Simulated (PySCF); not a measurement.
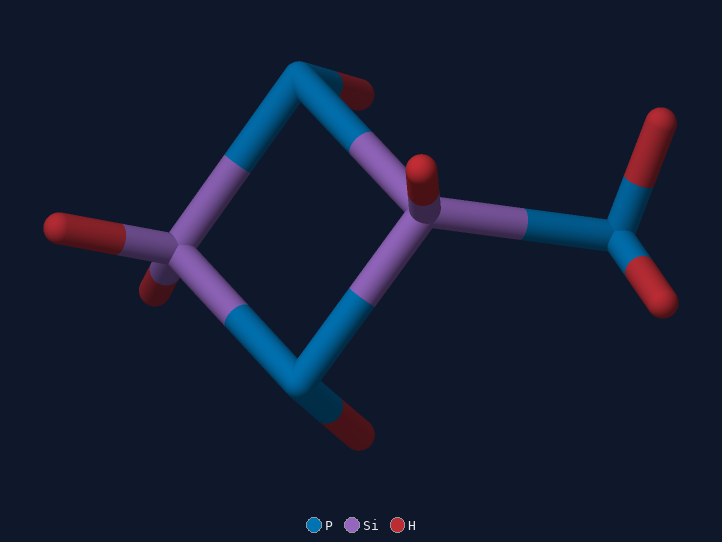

Rendered structure (stick style).

The geometry was computed by an optimisation with GFN2-xTB. No frequency run is at hand to confirm it as a minimum.

Describe the molecule.

Formula H7P3Si2. SMILES: `P[SiH]1P[SiH2]P1`. Independent rings (smallest set): 1 of 4 members. Among its groups: Si–H bond. The point group is Cs. Coordination: 3 P trigonal pyramidal; 2 Si tetrahedral.

More results for the same structure follow; atom numbers are the same in all pictures, views and colours differ.

Ring current

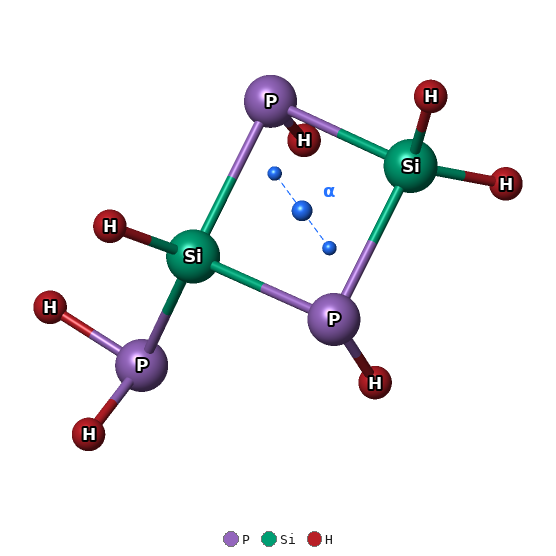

The small points mark where nucleus-independent chemical shifts (NICS) were computed: at the centre of each lettered ring and 1 Å above and below it. No frequency run is at hand to confirm it as a minimum. Level of theory: GIAO PBE0/pcSseg-1 NMR shielding, non-relativistic, gas phase (PySCF 2.14.0).

Give NICS(0), NICS(1) and the out-of-plane component NICS(1)zz for each ring (means of the two sides).

| ring | members | NICS(0) | NICS(1) | NICS(1)zz |
| --- | --- | --- | --- | --- |
| α | Si2P2 | 2.6 | 0.4 | 13.2 |

Values in ppm.

What do the values say about the ring currents?

Answer. Ring α: paratropic, as in an antiaromatic ring. NICS is one index among several.

Charges

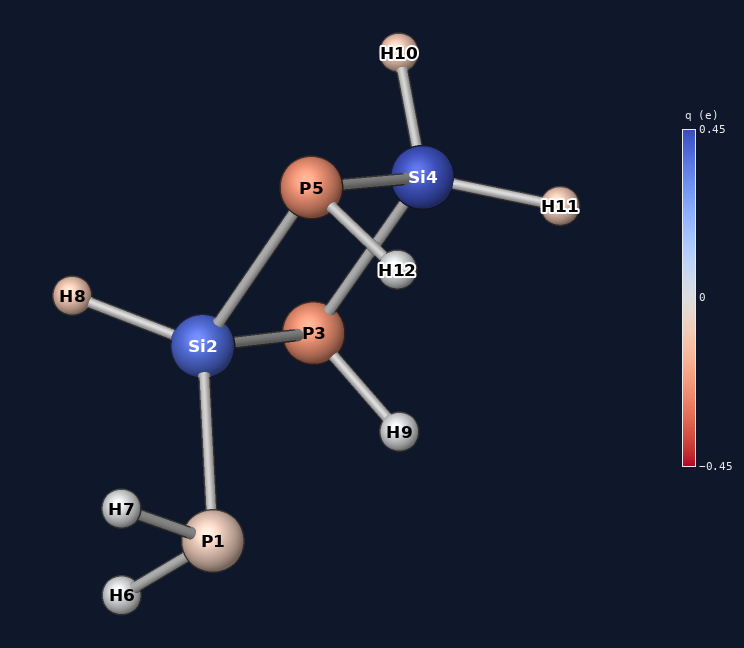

Atoms are coloured by their IAO charges. No frequency run is at hand to confirm it as a minimum. Method: PBE0/pcSseg-1, gas phase (PySCF 2.14.0).

Give the IAO charges atom by atom.

| atom | value (e) |
| --- | --- |
| P1 | −0.07 |
| Si2 | 0.38 |
| P3 | −0.24 |
| Si4 | 0.43 |
| P5 | −0.24 |
| H6 | 0.01 |
| H7 | 0.01 |
| H8 | −0.10 |
| H9 | 0.00 |
| H10 | −0.10 |
| H11 | −0.09 |
| H12 | 0.00 |

Electronic properties

No frequency run is at hand to confirm it as a minimum. Properties computed with PBE0/def2-SVPD, gas phase (PySCF 2.14.0). Excitations: vertical, linear response.

What does the calculation give?

- dipole moment: 0.84 D
- HOMO energy (Kohn–Sham orbital): −6.58 eV
- LUMO energy (Kohn–Sham orbital): −0.96 eV
- HOMO–LUMO gap: 5.62 eV
- mean static polarisability: 133.7 bohr³
- lowest vertical singlet excitation: 4.40 eV
- its oscillator strength: 0.004
- brightest of the 6 lowest singlets: 5.71 eV
- its oscillator strength: 0.05

The geometry is semi-empirical. Around P, Si such bond lengths and angles can be off by a tenth of an ångström or more and by several degrees, and values that hang on the shape move with them.
